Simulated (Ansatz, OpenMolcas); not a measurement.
**GeNH4O (SMILES [NH][GeH2][OH]): methods side by side**

GeNH4O has 7 atoms, charge 0, and is taken as a doublet. As SMILES, `[NH][GeH2][OH]`. The shape is that of a PBE0-D4/def2-TZVP optimisation. This is one conformer, not always the lowest.

Quantity: the vertical ionisation energy (to the singlet cation), in eV. The values are calculated.

```json
{"level": "UHF/def2-SVPD", "kind": "Hartree–Fock", "program": "OpenMolcas", "value (eV)": "11.14", "CPU time (all runs)": "52 s"}
{"level": "UPBE/def2-SVPD", "kind": "GGA", "program": "OpenMolcas", "value (eV)": "10.53", "CPU time (all runs)": "2.9 min"}
{"level": "U-r2SCAN/def2-SVPD", "kind": "meta-GGA", "program": "Ansatz", "value (eV)": "11.01", "CPU time (all runs)": "60 s"}
{"level": "UBHLYP/def2-SVPD", "kind": "global hybrid", "program": "Ansatz", "value (eV)": "11.46", "CPU time (all runs)": "37 s"}
{"level": "UCAM-B3LYP/def2-SVPD", "kind": "range-separated hybrid", "program": "Ansatz", "value (eV)": "11.40", "CPU time (all runs)": "40 s"}
{"level": "UMP2/def2-SVPD", "kind": "perturbation theory", "program": "Ansatz", "value (eV)": "11.68", "CPU time (all runs)": "21 s"}
{"level": "UCCSD(T)/def2-SVPD", "kind": "coupled cluster or CI", "program": "Ansatz", "value (eV)": "10.97", "CPU time (all runs)": "5.7 min"}
{"level": "UCCSD/def2-SVPD", "kind": "coupled cluster or CI", "program": "Ansatz", "value (eV)": "11.20", "CPU time (all runs)": "4.1 min"}
```

All-electron rows without a relativistic Hamiltonian named are non-relativistic. The values span 10.53 to 11.68 eV. The coupled-cluster rows rest on a doubtful reference here (large T1 or Brueckner and Hartree–Fock orbitals at odds), and rows may lie in different states. In the correlated wave-function rows the outer d shell of Ge is correlated, in sets not made for it. CPU times are rough (shared hosts, several kinds of processor and program).

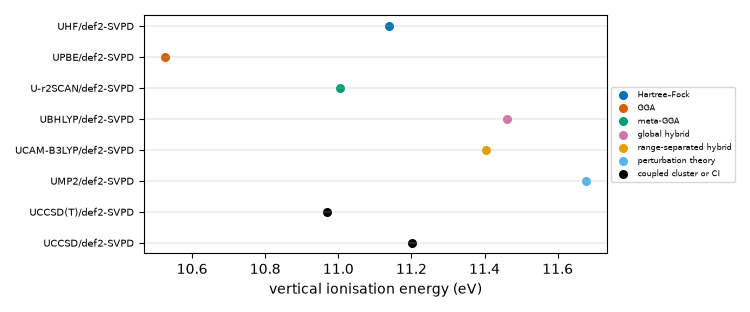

The values of the table, level by level.
